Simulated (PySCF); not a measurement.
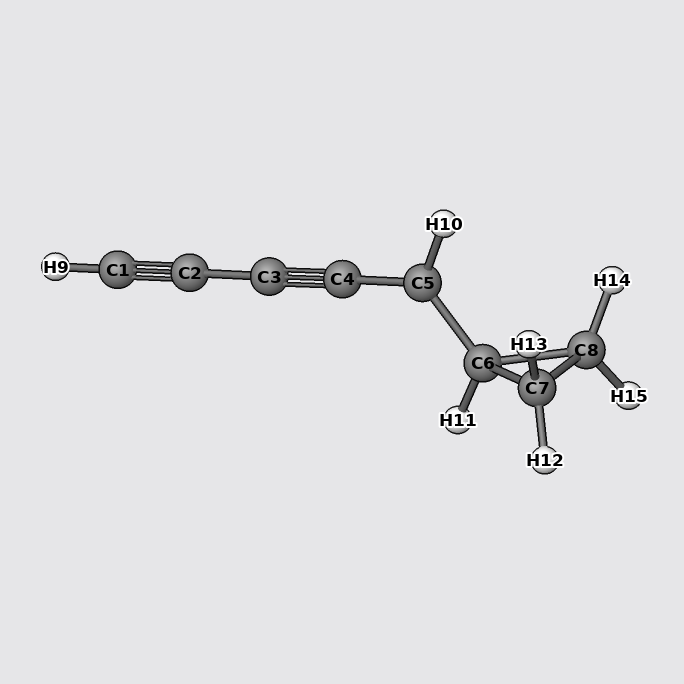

The questions are on Mulliken spin populations. The species is neutral and a spin doublet. Computed geometry: GFN2-xTB optimisation. No frequency run is at hand to confirm it as a minimum. Properties computed with UKS B3LYP, pcH-1 on C H, non-relativistic (PySCF 2.14.0).

Give the Mulliken spin populations atom by atom.

```tsv
atom	value (e)
C1	0.35
C2	−0.17
C3	0.46
C4	−0.25
C5	0.62
C6	−0.06
C7	0.05
C8	0.05
H9	−0.02
H10	−0.03
H11	0.00
H12	0.00
H13	0.00
H14	0.00
H15	0.00
```

Mulliken values depend strongly on the basis set.
